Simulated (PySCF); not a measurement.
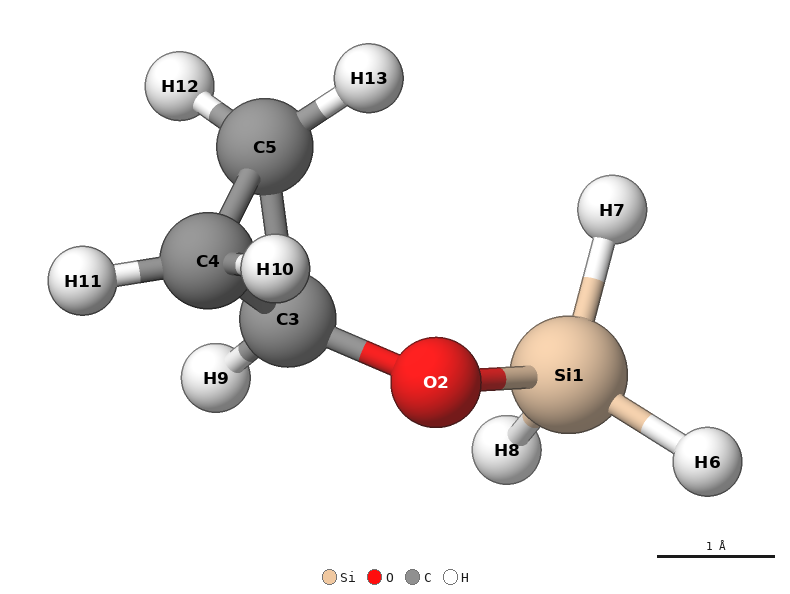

Atoms carry their numbers in the input. The computed structure is the end point of a PBE0-D3(BJ)/def2-SVP optimisation. No frequency run is at hand to confirm it as a minimum.

Estimate the angles O2–Si1–H6, O2–Si1–H8, O2–C3–C4, C3–C4–C5, C3–C4–H10, C3–C4–H11, C3–C5–C4, C3–C5–H13, C4–C3–H9, C4–C5–H13, C5–C4–H10, C5–C4–H11.

```
    angle  degrees
O2–Si1–H6    106.2
O2–Si1–H8    110.5
 O2–C3–C4    117.4
 C3–C4–C5     60.0
C3–C4–H10    115.7
C3–C4–H11    118.7
 C3–C5–C4     59.4
C3–C5–H13    116.6
 C4–C3–H9    117.5
C4–C5–H13    117.0
C5–C4–H10    117.0
C5–C4–H11    119.2
```
